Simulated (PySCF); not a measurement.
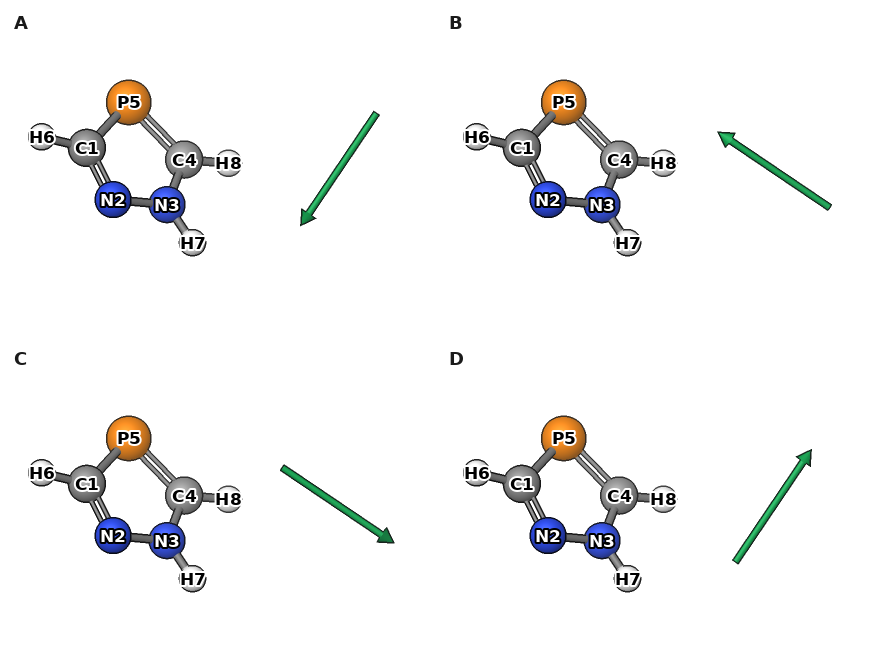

The same molecule four times, each with an arrow. Computed geometry: PBE0-D3(BJ)/def2-SVP optimisation. No frequency run is at hand to confirm it as a minimum. Properties computed with ωB97X-D/pcSseg-2, gas phase (PySCF 2.14.0).

Which arrow points along the dipole moment, from the negative to the positive end?

Answer. C. The dipole moment is 2.46 D; it points from the side of H6 to the side of H7, H8 (the outermost atoms at the two ends).
